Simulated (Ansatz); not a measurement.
# Bands, cutoff and cost in G0W0 for Ti2CO2/Ti2CO2 (MXene multilayer)

How do accuracy and time trade against each other in G0W0 on Ti2CO2/Ti2CO2 (MXene multilayer)?

Calculated with Ansatz 0.2.0; G0W0 on PBE, plane waves, PAW; PAW set soft_1.

## (1) The structure

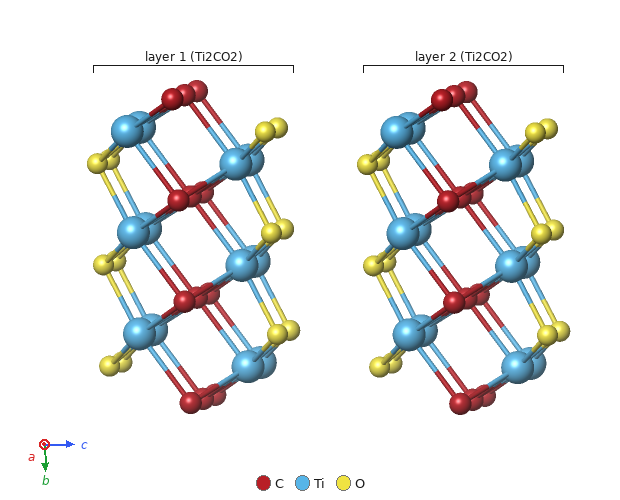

The starting structure, seen from the side, with the c axis across the page (carbon red, titanium blue, oxygen yellow). 2×3×1 cells are drawn. Some periodic images of atoms are drawn too.

The cell holds 10 atoms: 2 C, 4 Ti and 4 O. Cell: a = 3.012 Å, b = 3.012 Å, c = 45.700 Å, α = 90.0°, β = 90.0°, γ = 120.0°. It derives from C1O2Ti2. Regions: layer 1 (Ti2CO2), 5 atoms (1 C, 2 Ti and 2 O); layer 2 (Ti2CO2), 5 atoms (1 C, 2 Ti and 2 O). Vacuum lies along c.

The structure was relaxed with PBE-D3(BJ). The runs that relaxed it are not among those shown. The Coulomb interaction is cut off across the vacuum.

## (2) 191 empty bands, screening to 38 eV

G0W0 replaces the xc potential by the self-energy, built once from these orbitals. Only a window of levels is corrected, while the sums run over the empty bands that the input names. This step takes PAW set soft_1 files.

The input, input.yaml:

```yaml
crystal:
  lattice:
    - [3.0123399061, 0.0, 0.0]
    - [-1.506169953, 2.6087628835, 0.0]
    - [0.0, 0.0, 45.7]
  atoms:
    - { symbol: C, position: [0.0, 0.0, 0.4251044445] }
    - { symbol: Ti, position: [0.3333333333, 0.6666666667, 0.4535659011] }
    - { symbol: Ti, position: [0.6666666667, 0.3333333333, 0.3966586647] }
    - { symbol: O, position: [0.6666666667, 0.3333333333, 0.4733208238] }
    - { symbol: O, position: [0.3333333333, 0.6666666667, 0.3766776185] }
    - { symbol: C, position: [0.0, 0.0, 0.5748955555] }
    - { symbol: Ti, position: [0.3333333333, 0.6666666667, 0.6033413353] }
    - { symbol: Ti, position: [0.6666666667, 0.3333333333, 0.5464340989] }
    - { symbol: O, position: [0.6666666667, 0.3333333333, 0.6233223815] }
    - { symbol: O, position: [0.3333333333, 0.6666666667, 0.5266791762] }
  periodic: [true, true, false]
kpoints:
  mp_grid: { grid: [9, 9, 1] }
hamiltonian:
  xc: pbe
  pseudopotentials: { kind: paw, azcp: { folder: soft_1 } }
scf:
  occupations: { method: fixed }
gw:
  n_empty_bands: 191
  ecut_chi: 38
  qp_bands: [v3, c3]
  qp_kpoints: band_edges
  screening: { model: contour_deformation }
```

Launch:

```
$ ansatz run input.yaml --threads 3 --pin off --max-ram 92160MiB --backend cuda --events-out ev --progress --plain --runs-dir out --devices 1 --max-vram 13GiB
```

Numbers of over 12 decimals in the logs are rounded to 6 here.

Log:

```text
GPUs: using 1 of 1 available (devices: 1).
Engine: ansatz 0.2.0, x86_64-unknown-linux-gnu
Pseudopotentials: kind: paw
Pseudopotential: C, paw, valence charge 4, recommended cutoff 420 eV (normal), soft_1/C.paw.azcp
Pseudopotential: Ti, paw, valence charge 12, recommended cutoff 420 eV (normal), soft_1/Ti.paw.azcp
Pseudopotential: O, paw, valence charge 6, recommended cutoff 420 eV (normal), soft_1/O.paw.azcp
Functional definition: PBE
  parameter kappa = 0.804
  parameter beta = 0.066725
  exchange = pbe_x(kappa = kappa, mu = beta*pi^2/3)
  correlation = pbe_c(beta = beta)
device memory: the entry about to start is reckoned to put 4.5 GiB on a device that reports 42.9 GiB free (of which the cap on the GPU budget leaves the run 13.0 GiB)
GPU FFT provider: cuFFT
GPU libraries: cuBLAS 13.8.2, cuFFT 12.4.0, cuSOLVER 12.3.4
Crystal: 10 atoms, lattice volume = 359.133 Å³
Basis set: ecut = 420 eV, 6801 PW (Γ)
Bands: 50, of which v1, the nominal top of the filled ones, is band 40 counted from 1 (39 counted from 0)
Symmetry: 12 space group operations
Space group: P-3m1 (ITA 164), of the structure as read, at distance tolerance 7.1e-5 Å
k-points: 12 of 81
Non-local potential: C, projectors of the file, l = 0: 2, l = 1: 2, l = 2: 1
Non-local potential: Ti, projectors of the file, l = 0: 3, l = 1: 2, l = 2: 3, l = 3: 1
Non-local potential: O, projectors of the file, l = 0: 2, l = 1: 2, l = 2: 1
PAW form: soft (Blöchl's): semilocal exchange-correlation on the pseudo side does not see the compensation charge
PAW one-centre angular grid: C, 110 points (default); XC on 64 Gauss nodes
PAW one-centre angular grid: Ti, 590 points (default); XC on 64 Gauss nodes
PAW one-centre angular grid: O, 110 points (default); XC on 64 Gauss nodes
Initial density: superposition of atomic densities (neutral atoms: chi_scale 0, normalization atom)
Initial wavefunctions: pseudopotential atomic-orbital guess
GPU buffer pool allocated for 184320 grid points (all kernels)
GPU transforms: local potential and band sums: pruned to the plane-wave sphere, on 24×24×320
Functional: x = pbe(κ = 0.804, μ = 0.219515), c = pbe(β = 0.066725)
SCF iter   1: F=—  HF=-12795.099329 eV  |F-HF|=—  |Δ(HF+E_count)|=         —  Δρ=1.20e-1  dr2=6.15e1  ethr=3.10e-3  ⟨swp⟩=6.0  Hψ=2998  notcnv=0  defer=94
preconditioner: auto → Resta (q_TF=auto, 2.124 Å⁻¹)  ε∞=2.5  [insulator: Δε(μ)=2.786 eV  Ē_g=11.266 eV  n_scr=30 (ndim 8)  ℏωp=13.6 eV  f_vac=0.683  ε∞_Penn≈2.5  vacuum switching on, ρ_ref=9.2e-3 e/Å³]
SCF iter   2: F=—  HF=-12787.197177 eV  |F-HF|=—  |Δ(HF+E_count)|=    7.90e0  Δρ=1.15e-1  dr2=5.08e1  ethr=3.10e-3  ⟨swp⟩=5.4  Hψ=1981  notcnv=0  defer=91
SCF iter   3: F=—  HF=-12781.542233 eV  |F-HF|=—  |Δ(HF+E_count)|=    5.65e0  Δρ=3.10e-2  dr2=4.05e0  ethr=3.10e-3  ⟨swp⟩=4.4  Hψ=1764  notcnv=0  defer=93
SCF iter   4: F=—  HF=-12780.824930 eV  |F-HF|=—  |Δ(HF+E_count)|=   7.17e-1  Δρ=1.21e-2  dr2=4.73e-1  ethr=3.10e-3  ⟨swp⟩=3.1  Hψ=1130  notcnv=0  defer=89
SCF iter   5: F=—  HF=-12780.887868 eV  |F-HF|=—  |Δ(HF+E_count)|=   6.29e-2  Δρ=1.05e-2  dr2=1.19e0  ethr=5.92e-4  ⟨swp⟩=4.3  Hψ=1463  notcnv=0  defer=94  recentre
SCF iter   6: F=—  HF=-12780.816279 eV  |F-HF|=—  |Δ(HF+E_count)|=   7.16e-2  Δρ=6.61e-3  dr2=3.10e-1  ethr=5.92e-4  ⟨swp⟩=3.6  Hψ=1089  notcnv=0  defer=91
SCF iter   7: F=—  HF=-12780.787793 eV  |F-HF|=—  |Δ(HF+E_count)|=   2.85e-2  Δρ=2.86e-3  dr2=2.91e-2  ethr=3.88e-4  ⟨swp⟩=3.2  Hψ=827  notcnv=0  defer=94
SCF iter   8: F=—  HF=-12780.789920 eV  |F-HF|=—  |Δ(HF+E_count)|=   2.13e-3  Δρ=2.18e-3  dr2=2.27e-2  ethr=3.64e-5  ⟨swp⟩=3.2  Hψ=1300  notcnv=0  defer=96
SCF iter   9: F=—  HF=-12780.788421 eV  |F-HF|=—  |Δ(HF+E_count)|=   1.50e-3  Δρ=1.58e-3  dr2=1.25e-2  ethr=2.83e-5  ⟨swp⟩=2.8  Hψ=849  notcnv=0  defer=96
SCF iter  10: F=—  HF=-12780.787002 eV  |F-HF|=—  |Δ(HF+E_count)|=   1.42e-3  Δρ=9.40e-4  dr2=4.01e-3  ethr=1.56e-5  ⟨swp⟩=2.5  Hψ=775  notcnv=0  defer=96
SCF iter  11: F=—  HF=-12780.786489 eV  |F-HF|=—  |Δ(HF+E_count)|=   5.13e-4  Δρ=1.00e-4  dr2=5.07e-5  ethr=5.01e-6  ⟨swp⟩=3.7  Hψ=1289  notcnv=0  defer=96
SCF iter  12: F=—  HF=-12780.786490 eV  |F-HF|=—  |Δ(HF+E_count)|=   4.53e-7  Δρ=2.02e-5  dr2=7.94e-7  ethr=6.34e-8  ⟨swp⟩=3.5  Hψ=1244  notcnv=0  defer=96
SCF iter  13: F=—  HF=-12780.786489 eV  |F-HF|=—  |Δ(HF+E_count)|=   1.59e-7  Δρ=1.15e-5  dr2=6.05e-7  ethr=9.92e-10  ⟨swp⟩=3.6  Hψ=1376  notcnv=0  defer=96
SCF iter  14: F=-12780.786489 eV  HF=-12780.786489 eV  |F-HF|=2.03e-8  |Δ(HF+E_count)|=   7.97e-8  Δρ=2.20e-6  dr2=2.47e-8  ethr=1.25e-10  ⟨swp⟩=17.0  Hψ=3279  notcnv=0
SCF 1 converged in 14 iterations: F = -12780.786489 eV  dr2 = 2.47e-8
  greatest PAW one-centre occupation: 0.999 electrons in one spin orbital (limit 2), on the Ti atom at site 7 (counted from 0), in its partial waves of l = 0
device memory: the entry about to start is reckoned to put 5.5 GiB (of the 5.6 GiB reckoned in all, the device holds 0.1 GiB already) on a device that reports 45.0 GiB free (of which the cap on the GPU budget leaves the run 12.9 GiB)
NSCF: frozen V_eff on 12 k-points
the band table was solved once the SCF had ended and its energy, with any forces and stress, was formed, with the checks that follow a solve (3204 applications of the Hamiltonian). They found nothing against the state; the energy, forces and stress were not computed again (output.eigenvalues in the input reference)
device memory: the entry about to start is reckoned to put 4.8 GiB on a device that reports 43.1 GiB free (of which the cap on the GPU budget leaves the run 13.0 GiB)
NSCF: frozen V_eff on 12 k-points
G₀W₀ screening: q 1/12
[... further progress lines ...]
device memory: the entry about to start is reckoned to put 1.4 GiB on a device that reports 23.2 GiB free (of which the cap on the GPU budget leaves the run 13.0 GiB)
NSCF: frozen V_eff on 1 k-points
SCF converged after 14 iterations
Free energy (F): -12780.786489 eV
Harris-Foulkes:  -12780.786489 eV  (|F-HF|=2.03e-8)
Internal energy: -12780.786489 eV  (E = F + TS)
E sigma→0 (E₀):  -12780.786489 eV
Fermi energy:    -5.829189 eV
--- Per-component energies (eV) ---
  E_band       = -2074.218649
  E_kinetic    = 1966.756414
  E_local      = -525057.978236  (includes V_loc(G=0)·N_el)
  E_nonlocal   = 489.221119
  E_hartree    = 261234.579086
  E_xc         = -850.254268
  E_vxc        = -1070.249764  (∫ρ·V_xc dr)
  E_paw        = -5011.376592  (= ΣΔE_a)
  E_vpaw       = -871.124374  (= ΣTr[D̂ρ^β])
  E_aug_tail   = 0.002878  (compensation charges beyond the density's cutoff)
  E_ewald      = 254448.263109
  E_smearing   = -0.000000  (= −TS)
  E_closure    = -0.000000  (closes the sum)
  Σ components = -12780.786489   (vs F -12780.786489, Δ=0.00e0)
--- Band table (eV; the first three rows and the last of 12) ---
  k-point 0: bands = [... 36 lower, -5.8480, -5.8480, -5.8292, -5.8292, -5.1882, -5.1882, -5.1779, -5.1779, ... 6 higher]
  k-point 1: bands = [... 36 lower, -6.8850, -6.6480, -6.5297, -6.5059, -5.0549, -4.9989, -4.5960, -4.5659, ... 6 higher]
  k-point 2: bands = [... 36 lower, -7.1755, -7.1569, -7.1013, -7.0499, -5.2659, -5.1521, -4.4164, -4.3978, ... 6 higher]
  k-point 11: bands = [... 36 lower, -8.7589, -8.7589, -8.6277, -8.6277, -4.6628, -4.6578, -4.2253, -4.2253, ... 6 higher]
--- G₀W₀: contour deformation, 8 samples at zero and on the imaginary axis and 3 off it, 81 q-points, 191 empty bands' worth ---
  eigenvalues of the whole cell's RPA ε∞ on this k-mesh (on a slab, of 1 + 4πα/V) = 1.2352, 10.5091, 10.5091; static W/v taken at q = 0 is 0.251826
  gw.qp_kpoints: band_edges: 10 of 12 stored k-points solved, in 1 pass; an edge of the gap read off the rows below is read off those points alone
    valence top: of the k-points left out ik 9 came nearest to being solved in a further pass, in band 40 (counted from 1, as in the quasiparticle table): it holds the edge there only if its correction is more favourable than any solved in that band by at least 2.046 eV; those differ by 0.442 eV
    conduction bottom: of the k-points left out ik 9 came nearest to being solved in a further pass, in band 42 (counted from 1, as in the quasiparticle table): it holds the edge there only if its correction is more favourable than any solved in that band by at least 0.696 eV; those differ by 0.276 eV
  `?` marks the rows in doubt; gw_qp.tsv's column doubts and the gw_qp event give each row's grounds
    ik  band        ε_KS         Σx   Σc(E_QP)       V_xc       Z   E_QP_lin       E_QP  E_QP is
     0    38     -5.8480   -19.2871     1.5242   -18.4027  0.6846    -5.2314    -5.2082  root
     0    39     -5.8292   -19.3164     1.5275   -18.4306  0.6852    -5.2105    -5.1874  root
     0    40     -5.8292   -19.3164     1.5275   -18.4306  0.6852    -5.2105    -5.1874  root
     0    41     -5.1882   -13.9924    -5.5764   -21.1599  0.6576    -3.6089    -3.5970  root
     0    42     -5.1882   -13.9924    -5.5764   -21.1599  0.6576    -3.6089    -3.5970  root
     0    43     -5.1779   -14.0136    -5.5835   -21.1891  0.6570    -3.5972    -3.5860  root
     1    38     -6.6480   -20.8157     2.8331   -18.3538  0.6778    -6.2865    -6.2768  root
     1    39     -6.5297   -18.6573     0.9061   -18.5224  0.6754    -5.7908    -5.7585  root
     1    40     -6.5059   -18.6923     0.8979   -18.5697  0.6762    -5.7627    -5.7306  root
     1    41     -5.0549   -13.8587    -5.4881   -20.8354  0.6560    -3.5825    -3.5661  root
     1    42     -4.9989   -14.0283    -5.4454   -20.9534  0.6535    -3.5327    -3.5192  root
     1    43     -4.5960   -14.1122    -5.7186   -21.3402  0.6424    -3.0950    -3.0866  root
     2    38     -7.1569   -18.8144     1.4588   -18.0527  0.6692    -6.4897    -6.4598  root
     2    39     -7.1013   -20.8799     2.6754   -18.6548  0.6680    -6.6657    -6.6510  root
     2    40     -7.0499   -21.0355     2.7448   -18.7336  0.6701    -6.6212    -6.6070  root
     2    41     -5.2659   -14.0374    -4.9499   -20.3973  0.6619    -3.9025    -3.8559  root
     2    42     -5.1521   -14.3581    -4.9192   -20.6869  0.6561    -3.7896    -3.7425  root
     2    43     -4.4164   -13.7594    -6.6428   -22.0219  0.6373    -2.7571    -2.7967  root
     3    38     -7.5992   -20.7047     2.8175   -18.3388  0.6637    -7.1628    -7.1476  root
     3    39     -7.4235   -19.0135     1.9382   -17.6786  0.6692    -6.8439    -6.8201  root
     3    40     -7.4092   -19.0606     1.9462   -17.7163  0.6700    -6.8305    -6.8073  root
     3    41     -5.4653   -14.0035    -4.6150   -19.9580  0.6670    -4.1933    -4.1258  root
     3    42     -5.2815   -14.4403    -4.6260   -20.4113  0.6572    -4.0034    -3.9365  root
     3    43     -4.1213   -13.6832    -6.8646   -22.1510  0.6307    -2.4775    -2.5181  root
[...]
4    41     -5.6218   -13.9698    -4.3519   -19.7064  0.6702    -4.3976    -4.2371  root ?
[...]
8    42     -5.0853   -14.0960    -5.0181   -20.4982  0.6517    -3.7528    -3.7012  root
     8    43     -4.2917   -13.4323    -6.7561   -21.7616  0.6461    -2.6561    -2.7184  root
    10    38     -8.5612   -21.6381     3.5128   -18.5155  0.6407    -8.1847    -8.1710  root
    10    39     -8.3612   -21.1955     3.4158   -18.1166  0.6481    -8.0345    -8.0243  root
    10    40     -8.2180   -21.7746     3.5038   -18.6062  0.6565    -7.8916    -7.8825  root
    10    41     -4.8374   -13.4924    -5.9394   -20.9367  0.6494    -3.3368    -3.3325  root
    10    42     -4.7740   -13.6648    -5.9906   -21.1684  0.6446    -3.2637    -3.2611  root
    10    43     -4.2307   -13.3825    -6.8710   -21.8426  0.6351    -2.6004    -2.6416  root
```

The job ended after 36 s (1 × NVIDIA H100 80GB HBM3 (shared by 6 runs) with 3 threads of AMD EPYC 7R13 (Zen 3), shared host; peak memory 1.6 GiB).

Numbers from this step:

```
bands summed                                 : 231
plane waves in the screening matrix          : 219
q-points in the mesh                         : 81
G0W0 gap on the mesh                         : 0.9503 eV
k of the valence top                         : 0, 0, 0
k of the conduction bottom                   : 0, 0.4444, 0
starting gap on the mesh                     : 0.2074 eV
Z at the valence top                         : 0.6852
Z at the conduction bottom                   : 0.6702
least direct G0W0 gap on the computed points : 1.590 eV
```

The gap on the mesh goes from 0.21 eV to 0.95 eV, a correction of +0.74 eV. The program marks an edge row as in doubt. Between the two edge states, bare exchange in place of the xc potential would open the gap by 6.62 eV, and correlation takes back 5.88 eV.

## (3) 477 empty bands, screening to 70 eV

Bands and screening cutoff are moved together, since each hides the error of the other.

Changes to input.yaml since step 2:

```diff
@@ -24,5 +24,6 @@
   occupations: { method: fixed }
+  convergence: { dr2_threshold: 1.0e-10 }
 gw:
-  n_empty_bands: 191
-  ecut_chi: 38
+  n_empty_bands: 477
+  ecut_chi: 70.0
   qp_bands: [v3, c3]
```

Log:

```text
GPUs: using 1 of 1 available (devices: 1).
[...]
GPU FFT provider: cuFFT
GPU libraries: cuBLAS 13.8.2, cuFFT 12.4.0, cuSOLVER 12.3.4
Crystal: 10 atoms, lattice volume = 359.133 Å³
Basis set: ecut = 420 eV, 6801 PW (Γ)
Bands: 50, of which v1, the nominal top of the filled ones, is band 40 counted from 1 (39 counted from 0)
[... 1 set-up line as in the run before ...]
[...]
k-points: 12 of 81
[...]
GPU buffer pool allocated for 184320 grid points (all kernels)
[...]
SCF iter   1: F=—  HF=-12795.099329 eV  |F-HF|=—  |Δ(HF+E_count)|=         —  Δρ=1.20e-1  dr2=6.15e1  ethr=3.10e-3  ⟨swp⟩=6.0  Hψ=2998  notcnv=0  defer=94
[...]
SCF iter  19: F=-12780.786489 eV  HF=-12780.786489 eV  |F-HF|=5.82e-11  |Δ(HF+E_count)|=  3.35e-10  Δρ=5.23e-8  dr2=8.17e-12  ethr=1.00e-12  ⟨swp⟩=3.0  Hψ=1204  notcnv=0
SCF 1 converged in 19 iterations: F = -12780.786489 eV  dr2 = 8.17e-12
[...]
NSCF: frozen V_eff on 12 k-points
[...]
G₀W₀ screening: q 1/12
[... further progress lines ...]
[...]
SCF converged after 19 iterations
Free energy (F): -12780.786489 eV
[...]
Internal energy: -12780.786489 eV  (E = F + TS)
E sigma→0 (E₀):  -12780.786489 eV
Fermi energy:    -5.829173 eV
[...]
--- Band table (eV; the first three rows and the last of 12) ---
  k-point 0: bands = [... 36 lower, -5.8480, -5.8480, -5.8292, -5.8292, -5.1881, -5.1881, -5.1779, -5.1779, ... 6 higher]
[...]
0    43     -5.1779   -14.0136    -5.9413   -21.1891  0.6494    -4.0322    -3.9438  root
     1    38     -6.6480   -20.8157     2.6422   -18.3539  0.6692    -6.4703    -6.4677  root
     1    39     -6.5297   -18.6574     0.5688   -18.5224  0.6677    -6.1081    -6.0959  root
[...]
2    41     -5.2659   -14.0375    -5.2292   -20.3973  0.6541    -4.2497    -4.1352  root ?
     2    42     -5.1520   -14.3582    -5.1908   -20.6869  0.6483    -4.1302    -4.0142  root ?
[...]
3    41     -5.4652   -14.0036    -4.8593   -19.9580  0.6594    -4.5076    -4.3701  root ?
     3    42     -5.2815   -14.4403    -4.8672   -20.4113  0.6494    -4.3104    -4.1776  root ?
[...]
4    41     -5.6218   -13.9698    -4.5918   -19.7064  0.6628    -4.6962    -4.4770  root ?
     4    42     -5.3963   -14.4499    -4.6858   -20.2234  0.6506    -4.4543    -4.3085  root ?
[...]
6    41     -5.1390   -13.7667    -5.6620   -20.5880  0.6496    -4.0818    -3.9797  root ?
     6    42     -5.0554   -13.9734    -5.7073   -20.8519  0.6447    -3.9846    -3.8841  root ?
[...]
7    41     -5.2183   -13.6974    -5.3209   -20.1278  0.6534    -4.2228    -4.1089  root ?
     7    42     -5.0636   -14.0424    -5.3862   -20.5569  0.6438    -4.0515    -3.9354  root ?
[...]
8    41     -5.2619   -13.7250    -5.2024   -20.0288  0.6551    -4.2806    -4.1605  root ?
     8    42     -5.0853   -14.0960    -5.2821   -20.4982  0.6441    -4.0859    -3.9653  root ?
[...]
10    40     -8.2179   -21.7747     3.3154   -18.6063  0.6485    -8.0728    -8.0710  root
    10    41     -4.8374   -13.4924    -6.2507   -20.9367  0.6417    -3.7292    -3.6438  root
    10    42     -4.7740   -13.6649    -6.3003   -21.1684  0.6375    -3.6540    -3.5707  root
    10    43     -4.2307   -13.3825    -7.2055   -21.8426  0.6283    -3.0415    -2.9761  root
```

The job ended after 72 s (1 × NVIDIA H100 80GB HBM3 (shared by 6 runs) with 3 threads; peak memory 2.6 GiB).

Numbers from this step:

| Property | Result |
| --- | --- |
| bands summed | 517 |
| plane waves in the screening matrix | 459 |
| q-points in the mesh | 81 |
| G0W0 gap on the mesh | 0.9990 eV |
| k of the valence top | 0, 0, 0 |
| k of the conduction bottom | 0, 0.4444, 0 |
| starting gap on the mesh | 0.2074 eV |
| Z at the valence top | 0.6765 |
| Z at the conduction bottom | 0.6628 |
| least direct G0W0 gap on the computed points | 1.521 eV |

Against the run with 9×9×1 mesh, 191 empty bands, screening to 38 eV, PAW set soft_1 files, the gap moves by +0.05 eV.

## (4) Convergence and cost

Times are wall times on 1 × NVIDIA H100 80GB HBM3 (shared by 6 runs) with 3 threads of AMD EPYC 7R13 (Zen 3), shared host, good to a factor of about two.

| mesh | files | frequency | bands summed | cutoff (eV) | start (eV) | G0W0 (eV) | time | host memory (GiB) |
| --- | --- | --- | --- | --- | --- | --- | --- | --- |
| 9×9×1 | PAW set soft_1 | contour deformation | 231 | 38 | 0.207 | 0.950 | 36 s | 1.6 |
| 9×9×1 | PAW set soft_1 | contour deformation | 517 | 70 | 0.207 | 0.999 | 72 s | 2.6 |

The parts of the quasiparticle energy at the two band edges (eV; QP = start + Σx + Σc − Vxc):

| run | edge | start | Σx | Σc | Vxc | Z | QP |
| --- | --- | --- | --- | --- | --- | --- | --- |
| 231 bands | valence top | -5.83 | -19.32 | 1.53 | -18.43 | 0.69 | -5.19 |
| 231 bands | conduction bottom | -5.62 | -13.97 | -4.35 | -19.71 | 0.67 | -4.24 |
| 517 bands | valence top | -5.83 | -19.32 | 1.24 | -18.43 | 0.68 | -5.48 |
| 517 bands | conduction bottom | -5.62 | -13.97 | -4.59 | -19.71 | 0.66 | -4.48 |

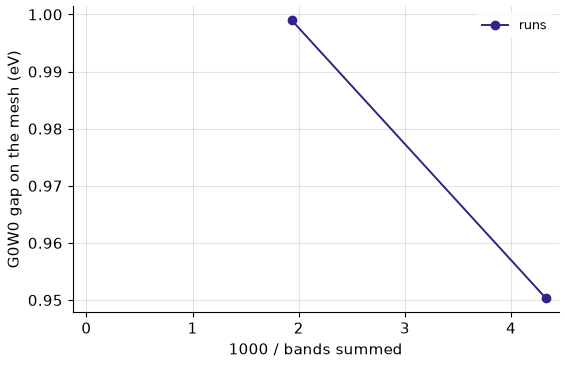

The gap against one over the number of bands.

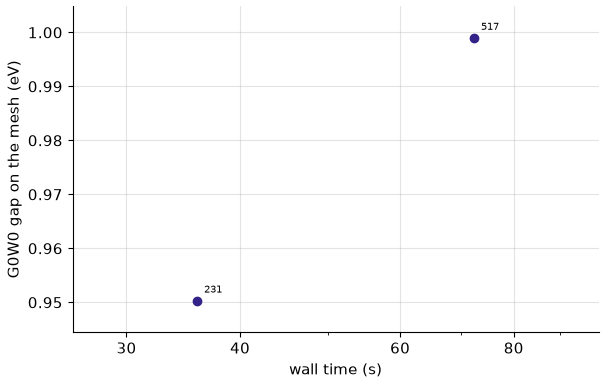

Result against wall time.

## (5) What came out

| Property | Result |
| --- | --- |
| 231 bands, 38 eV | 0.950 eV |
| 517 bands, 70 eV | 0.999 eV |
| mesh and start | 9×9×1, PBE |

From 231 to 517 bands the gap moves by +0.05 eV while the time grows 2.0-fold. Σc changes by −0.29 eV at the valence top and −0.24 eV at the conduction bottom, so the levels themselves move more than the gap between them. The mesh in the plane is coarse for a sheet; gap and any exciton binding can still move on denser ones. The program marks a band-edge row as in doubt, so the gap is less sure than its digits.

[Paths, hosts, dates, memory and timing lines, banners, echoed tables and standing remarks are left out of the program output.]

[Logs are printed without paths, hosts, clocks, repeated set-up lines and the standing remarks that a program may print on its own settings, such as how far it seeks lower states.]

[Runs of the session that timed out or met a known fault of the program may be left out.]

[Cells called generated may have been cut or substituted from an entry of the Crystallography Open Database or the Materials Project.]

[Hosts, paths, dates, database ids (printed as entryN), source tags and the programs' standing remarks are cut or masked in the printed files.]
